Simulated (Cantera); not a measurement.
Feed: 1 mol Fe, 1.3 mol H₂O, 0.027 mol Cl₂, at 0.510 bar.

These are equilibrium values from Cantera (NASA tables, ideal gas, pure condensed phases), not measurements of a reactor. Candidate condensed phases: Fe, FeCl₂, FeCl₃, FeO, Fe(OH)₂, Fe(OH)₃, Fe₂O₃, Fe₃O₄, H₂O; 22 gas species. Mutual solubility and eutectic melting of coexisting phases are not modelled. The tables' stoichiometric FeO is somewhat more stable than real wüstite, so its field is too wide. FeO: taken at fixed stoichiometry. The numbers say what is thermodynamically allowed, not how fast it happens.

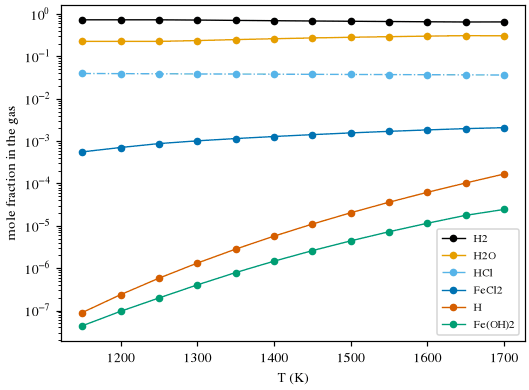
Fig. 1. Equilibrium gas composition (values under 1e-9 drawn at 1e-9)

From 1150 K to 1250 K the condensed part is FeO(s). From 1300 K to 1600 K the condensed part is Fe(γ) + FeO(s). At 1650 K the condensed part is Fe(γ) + FeO(l). At 1700 K the condensed part is Fe(δ) + FeO(l). The main Fe-bearing gas is FeCl₂ throughout.
